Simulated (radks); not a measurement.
**Valence configurations of Sn⁺**

Aim: which of several valence configurations of Sn⁺ lies lowest at this level, and whether it is the one NIST lists ([Kr] 4d10 5s2 5p1).

The numbers are computed with radks (a radial shooting solver on a logarithmic mesh, Libxc functionals) version 1 (Dirac Kohn-Sham, PBE, spin-unpolarised, spherical densities, point nucleus; open shells are shared between the two j in proportion to 2j + 1), except any that are marked as measured or tabulated.

## (1) The atom as given

- element: tin (Z = 50)
- charge: +1
- electrons: 49
- configuration: [Kr] 4d10 5s2 5p1
- others tried: 4d10 5s1 5p2; 4d9 5s2 5p2; 4d9 5s1.5 5p2.5; 4d8 5s2 5p3; 4d10 5p3; 4d7 5s2 5p4; 4d10 5s1.5 5p1.5; 4d8 5s1 5p4; 4d7 5p6

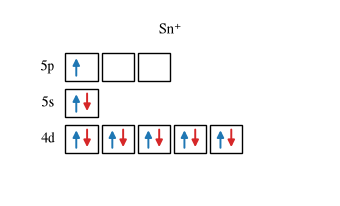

Outer shells as boxes.

In the logs a row gives level, spin channel, occupation and eigenvalue; Etot, Ekin, Encl (electron-nucleus), Eh (Hartree) and Exc are energies, all in hartree; err is the last residual, it the number of iterations.

## (2) [Kr] 4d10 5s2 5p1

The run's settings:

```text
Z 50
configuration [Kr] 4d10 5s2 5p1
relativity Dirac
functional pbe,pbe
spin unpolarised
j_filling average
nucleus point
c 137.035999084
```

Output:

```text
1s1/2   1   2.0000       -1065.84836477
2s1/2   1   2.0000        -161.10617252
2p1/2   1   2.0000        -150.50109588
2p3/2   1   4.0000        -142.02526366
3s1/2   1   2.0000         -31.32825041
3p1/2   1   2.0000         -27.02145920
3p3/2   1   4.0000         -25.47372359
3d3/2   1   4.0000         -17.86495826
3d5/2   1   6.0000         -17.54550023
4s1/2   1   2.0000          -5.21169639
4p1/2   1   2.0000          -3.78031484
4p3/2   1   4.0000          -3.50220147
4d3/2   1   4.0000          -1.26475466
4d5/2   1   6.0000          -1.22640366
5s1/2   1   2.0000          -0.65431353
5p1/2   1   0.3333          -0.39131849
5p3/2   1   0.6667          -0.37037424
Etot -6178.74853311655
Ekin 6506.286498596273
Encl -14984.646566351796
Eh 2464.631926758493
Exc -165.02039211952047
err 7.291149343792406e-09
it 14
```

5p3/2 is the highest filled level (-10.078 eV).

Radial moments (bohr):

| level | occupation | energy (eV) | <r> | outermost maximum (interpolated) | 90 % within | nodes |
| --- | --- | --- | --- | --- | --- | --- |
| 4s1/2 | 2 | -141.82 | 0.8186 | 0.746 | 1.19 | 3 |
| 4p1/2 | 2 | -102.87 | 0.8657 | 0.772 | 1.27 | 2 |
| 4p3/2 | 4 | -95.300 | 0.8954 | 0.797 | 1.32 | 2 |
| 4d3/2 | 4 | -34.416 | 1.088 | 0.881 | 1.69 | 1 |
| 4d5/2 | 6 | -33.372 | 1.103 | 0.891 | 1.72 | 1 |
| 5s1/2 | 2 | -17.805 | 2.307 | 1.98 | 3.39 | 4 |
| 5p1/2 | 0.333333 | -10.648 | 2.832 | 2.36 | 4.24 | 3 |
| 5p3/2 | 0.666667 | -10.078 | 2.939 | 2.46 | 4.40 | 3 |

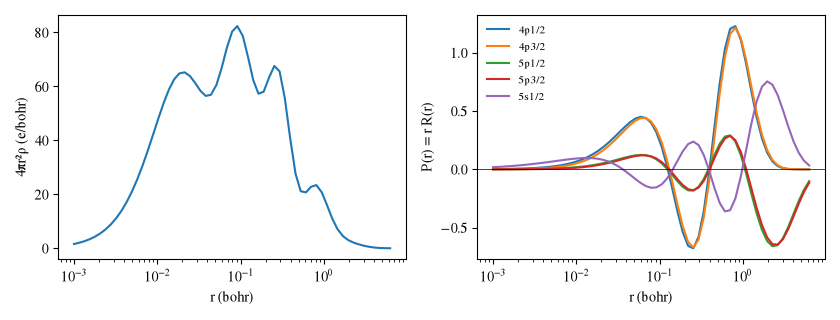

Left: shells in the radial density. Right: radial functions of the outer levels.

## (3) [Kr] 4d10 5s1 5p2

Input: that of step 2 with these lines changed.

```diff
@@ -1,3 +1,3 @@
 Z 50
-configuration [Kr] 4d10 5s2 5p1
+configuration [Kr] 4d10 5s1 5p2
 relativity Dirac
```

Output:

```text
1s1/2   1   2.0000       -1065.90572598
2s1/2   1   2.0000        -161.16202336
2p1/2   1   2.0000        -150.55686529
2p3/2   1   4.0000        -142.08102172
3s1/2   1   2.0000         -31.38482084
3p1/2   1   2.0000         -27.07800144
3p3/2   1   4.0000         -25.53026647
3d3/2   1   4.0000         -17.92139605
3d5/2   1   6.0000         -17.60194413
4s1/2   1   2.0000          -5.26840040
4p1/2   1   2.0000          -3.83683396
4p3/2   1   4.0000          -3.55863188
4d3/2   1   4.0000          -1.31885572
4d5/2   1   6.0000          -1.28032572
5s1/2   1   1.0000          -0.68689673
5p1/2   1   0.6667          -0.41791185
5p3/2   1   1.3333          -0.39584960
Etot -6178.4681531803735
Ekin 6505.937412083429
Encl -14981.401353619134
Eh 2461.9527009549765
Exc -164.95691259964462
err 2.5357472063610574e-10
it 15
```

Energy against step 2 ([Kr] 4d10 5s2 5p1): +7.630 eV. 5p3/2 is the highest filled level (-10.772 eV).

## (4) [Kr] 4d9 5s2 5p2

Input: that of step 3 with these lines changed.

```diff
@@ -1,3 +1,3 @@
 Z 50
-configuration [Kr] 4d10 5s1 5p2
+configuration [Kr] 4d9 5s2 5p2
 relativity Dirac
```

Output:

```text
1s1/2   1   2.0000       -1066.14675105
2s1/2   1   2.0000        -161.41982770
2p1/2   1   2.0000        -150.81360928
2p3/2   1   4.0000        -142.33817376
3s1/2   1   2.0000         -31.63166874
3p1/2   1   2.0000         -27.32521038
3p3/2   1   4.0000         -25.77701612
3d3/2   1   4.0000         -18.17064835
3d5/2   1   6.0000         -17.85101310
4s1/2   1   2.0000          -5.47888533
4p1/2   1   2.0000          -4.04007168
4p3/2   1   4.0000          -3.75747914
4d3/2   1   3.6000          -1.49113512
4d5/2   1   5.4000          -1.45070088
5s1/2   1   2.0000          -0.74028201
5p1/2   1   0.6667          -0.45246885
5p3/2   1   1.3333          -0.42719569
Etot -6177.800880244271
Ekin 6505.463551023036
Encl -14970.107283696394
Eh 2451.4417840518345
Exc -164.59893162274827
err 8.996564634968964e-09
it 14
```

Energy against step 2 ([Kr] 4d10 5s2 5p1): +25.787 eV. The top filled level is 5p3/2, -11.625 eV.

## (5) [Kr] 4d9 5s1.5 5p2.5

Input: that of step 4 with these lines changed.

```diff
@@ -1,3 +1,3 @@
 Z 50
-configuration [Kr] 4d9 5s2 5p2
+configuration [Kr] 4d9 5s1.5 5p2.5
 relativity Dirac
```

Output:

```text
1s1/2   1   2.0000       -1066.17367860
2s1/2   1   2.0000        -161.44614095
2p1/2   1   2.0000        -150.83985464
2p3/2   1   4.0000        -142.36441982
3s1/2   1   2.0000         -31.65830526
3p1/2   1   2.0000         -27.35183315
3p3/2   1   4.0000         -25.80363575
3d3/2   1   4.0000         -18.19723463
3d5/2   1   6.0000         -17.87760132
4s1/2   1   2.0000          -5.50532085
4p1/2   1   2.0000          -4.06636993
4p3/2   1   4.0000          -3.78370728
4d3/2   1   3.6000          -1.51622234
4d5/2   1   5.4000          -1.47570361
5s1/2   1   1.5000          -0.75500694
5p1/2   1   0.8333          -0.46455078
5p3/2   1   1.6667          -0.43874831
Etot -6177.647795716414
Ekin 6505.272474135084
Encl -14968.552146889406
Eh 2450.2009468482356
Exc -164.56906981032895
err 1.9687826094547134e-10
it 15
```

E − E(step 2, [Kr] 4d10 5s2 5p1) = +29.953 eV. The top filled level is 5p3/2, -11.939 eV.

## (6) [Kr] 4d8 5s2 5p3

Input: that of step 5 with these lines changed.

```diff
@@ -1,3 +1,3 @@
 Z 50
-configuration [Kr] 4d9 5s1.5 5p2.5
+configuration [Kr] 4d8 5s2 5p3
 relativity Dirac
```

Output:

```text
1s1/2   1   2.0000       -1066.45253066
2s1/2   1   2.0000        -161.74332535
2p1/2   1   2.0000        -151.13584037
2p3/2   1   4.0000        -142.66085062
3s1/2   1   2.0000         -31.94189193
3p1/2   1   2.0000         -27.63587028
3p3/2   1   4.0000         -26.08707384
3d3/2   1   4.0000         -18.48370026
3d5/2   1   6.0000         -18.16383563
4s1/2   1   2.0000          -5.74463242
4p1/2   1   2.0000          -4.29777314
4p3/2   1   4.0000          -4.01022782
4d3/2   1   3.2000          -1.71542982
4d5/2   1   4.8000          -1.67290820
5s1/2   1   2.0000          -0.82063919
5p1/2   1   1.0000          -0.50967886
5p3/2   1   2.0000          -0.48008749
Etot -6176.685407930798
Ekin 6504.486804506543
Encl -14955.246451530746
Eh 2438.254432144486
Exc -164.18019305108146
err 1.936921659274206e-10
it 14
```

E − E(step 2, [Kr] 4d10 5s2 5p1) = +56.140 eV. The top filled level is 5p3/2, -13.064 eV.

## (7) [Kr] 4d10 5p3

Input: that of step 6 with these lines changed.

```diff
@@ -1,3 +1,3 @@
 Z 50
-configuration [Kr] 4d8 5s2 5p3
+configuration [Kr] 4d10 5p3
 relativity Dirac
```

Output:

```text
1s1/2   1   2.0000       -1065.96051354
2s1/2   1   2.0000        -161.21534024
2p1/2   1   2.0000        -150.61008051
2p3/2   1   4.0000        -142.13422951
3s1/2   1   2.0000         -31.43891173
3p1/2   1   2.0000         -27.13206141
3p3/2   1   4.0000         -25.58432787
3d3/2   1   4.0000         -17.97535196
3d5/2   1   6.0000         -17.65590660
4s1/2   1   2.0000          -5.32260739
4p1/2   1   2.0000          -3.89083222
4p3/2   1   4.0000          -3.61252940
4d3/2   1   4.0000          -1.37037028
4d5/2   1   6.0000          -1.33166041
5p1/2   1   1.0000          -0.44274337
5p3/2   1   2.0000          -0.41964198
Etot -6178.181331014629
Ekin 6505.577027855662
Encl -14978.262683875066
Eh 2459.4041736914933
Exc -164.8998486867194
err 3.9083262591950037e-10
it 15
```

Energy against step 2 ([Kr] 4d10 5s2 5p1): +15.434 eV. Highest occupied level: 5p3/2 at -11.419 eV.

## (8) [Kr] 4d7 5s2 5p4

Input: that of step 7 with these lines changed.

```diff
@@ -1,3 +1,3 @@
 Z 50
-configuration [Kr] 4d10 5p3
+configuration [Kr] 4d7 5s2 5p4
 relativity Dirac
```

Output:

```text
1s1/2   1   2.0000       -1066.76628379
2s1/2   1   2.0000        -162.07711965
2p1/2   1   2.0000        -151.46826385
2p3/2   1   4.0000        -142.99376321
3s1/2   1   2.0000         -32.25927536
3p1/2   1   2.0000         -27.95379805
3p3/2   1   4.0000         -26.40425098
3d3/2   1   4.0000         -18.80447570
3d5/2   1   6.0000         -18.48432797
4s1/2   1   2.0000          -6.00930475
4p1/2   1   2.0000          -4.55393622
4p3/2   1   4.0000          -4.26102536
4d3/2   1   2.8000          -1.93846110
4d5/2   1   4.2000          -1.89384549
5s1/2   1   2.0000          -0.89685368
5p1/2   1   1.3333          -0.56414575
5p3/2   1   2.6667          -0.53024453
Etot -6175.4004599652435
Ekin 6503.354758464022
Encl -14940.033512370912
Eh 2425.045032865163
Exc -163.7667389235171
err 7.3819971898776604e-09
it 13
```

Energy against step 2 ([Kr] 4d10 5s2 5p1): +91.106 eV. 5p3/2 is the highest filled level (-14.429 eV).

## (9) [Kr] 4d10 5s1.5 5p1.5

Input: that of step 8 with these lines changed.

```diff
@@ -1,3 +1,3 @@
 Z 50
-configuration [Kr] 4d7 5s2 5p4
+configuration [Kr] 4d10 5s1.5 5p1.5
 relativity Dirac
```

Output:

```text
1s1/2   1   2.0000       -1065.87739713
2s1/2   1   2.0000        -161.13444465
2p1/2   1   2.0000        -150.52932994
2p3/2   1   4.0000        -142.05349153
3s1/2   1   2.0000         -31.35687518
3p1/2   1   2.0000         -27.05007024
3p3/2   1   4.0000         -25.50233484
3d3/2   1   4.0000         -17.89351703
3d5/2   1   6.0000         -17.57406199
4s1/2   1   2.0000          -5.24038976
4p1/2   1   2.0000          -3.80891878
4p3/2   1   4.0000          -3.53076257
4d3/2   1   4.0000          -1.29215834
4d5/2   1   6.0000          -1.25371797
5s1/2   1   1.5000          -0.67091127
5p1/2   1   0.5000          -0.40484706
5p3/2   1   1.0000          -0.38333249
Etot -6178.609184534738
Ekin 6506.113453570122
Encl -14983.009285710523
Eh 2463.2744572249608
Exc -164.98780961929907
err 9.97395658388933e-09
it 14
```

E − E(step 2, [Kr] 4d10 5s2 5p1) = +3.792 eV. The top filled level is 5p3/2, -10.431 eV.

## (10) [Kr] 4d8 5s1 5p4

Input: that of step 9 with these lines changed.

```diff
@@ -1,3 +1,3 @@
 Z 50
-configuration [Kr] 4d10 5s1.5 5p1.5
+configuration [Kr] 4d8 5s1 5p4
 relativity Dirac
```

Output:

```text
1s1/2   1   2.0000       -1066.50269422
2s1/2   1   2.0000        -161.79253882
2p1/2   1   2.0000        -151.18485631
2p3/2   1   4.0000        -142.70988192
3s1/2   1   2.0000         -31.99172069
3p1/2   1   2.0000         -27.68567048
3p3/2   1   4.0000         -26.13686198
3d3/2   1   4.0000         -18.53345614
3d5/2   1   6.0000         -18.21359370
4s1/2   1   2.0000          -5.79358661
4p1/2   1   2.0000          -4.34637951
4p3/2   1   4.0000          -4.05865087
4d3/2   1   3.2000          -1.76164369
4d5/2   1   4.8000          -1.71896161
5s1/2   1   1.0000          -0.84701487
5p1/2   1   1.3333          -0.53145018
5p3/2   1   2.6667          -0.50087477
Etot -6176.352064523961
Ekin 6504.068470882774
Encl -14952.2703184149
Eh 2435.975734324895
Exc -164.12595131673035
err 2.0955104031749355e-10
it 14
```

E − E(step 2, [Kr] 4d10 5s2 5p1) = +65.211 eV. Highest occupied level: 5p3/2 at -13.629 eV.

## (11) [Kr] 4d7 5p6

Input: that of step 10 with these lines changed.

```diff
@@ -1,3 +1,3 @@
 Z 50
-configuration [Kr] 4d8 5s1 5p4
+configuration [Kr] 4d7 5p6
 relativity Dirac
```

Output:

```text
1s1/2   1   2.0000       -1066.86011978
2s1/2   1   2.0000        -162.16959152
2p1/2   1   2.0000        -151.56021369
2p3/2   1   4.0000        -143.08577206
3s1/2   1   2.0000         -32.35296519
3p1/2   1   2.0000         -28.04742682
3p3/2   1   4.0000         -26.49784602
3d3/2   1   4.0000         -18.89806801
3d5/2   1   6.0000         -18.57792203
4s1/2   1   2.0000          -6.10041860
4p1/2   1   2.0000          -4.64424368
4p3/2   1   4.0000          -4.35089766
4d3/2   1   2.8000          -2.02410077
4d5/2   1   4.2000          -1.97917867
5p1/2   1   2.0000          -0.60376222
5p3/2   1   4.0000          -0.56803330
Etot -6174.680411686861
Ekin 6502.4460303337555
Encl -14934.298636513846
Eh 2420.8411496146236
Exc -163.668955121393
err 9.849923867441803e-09
it 13
```

E − E(step 2, [Kr] 4d10 5s2 5p1) = +110.699 eV. Highest occupied level: 5p3/2 at -15.457 eV.

## (12) All runs together

```
         valence  E − E(NIST configuration) (eV)  highest level  its energy (eV)  1s shift (eV)
    4d10 5s2 5p1                           0.000          5p3/2          -10.078          +0.00
4d10 5s1.5 5p1.5                           3.792          5p3/2          -10.431          -0.79
    4d10 5s1 5p2                           7.630          5p3/2          -10.772          -1.56
        4d10 5p3                          15.434          5p3/2          -11.419          -3.05
     4d9 5s2 5p2                          25.787          5p3/2          -11.625          -8.12
 4d9 5s1.5 5p2.5                          29.953          5p3/2          -11.939          -8.85
     4d8 5s2 5p3                          56.140          5p3/2          -13.064         -16.44
     4d8 5s1 5p4                          65.211          5p3/2          -13.629         -17.81
     4d7 5s2 5p4                          91.106          5p3/2          -14.429         -24.98
         4d7 5p6                          110.70          5p3/2          -15.457         -27.53
```

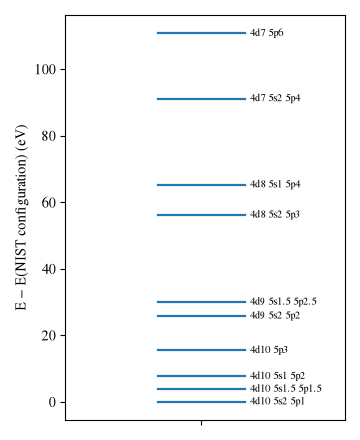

Energies of the configurations.

In words: Theory agrees with NIST among these: the next, 4d10 5s1.5 5p1.5, lies 3.792 eV higher. The energies are those of spherical spin-averaged densities, not of single terms. The 1s eigenvalue shifts by up to 27.53 eV as the valence charge is rearranged.
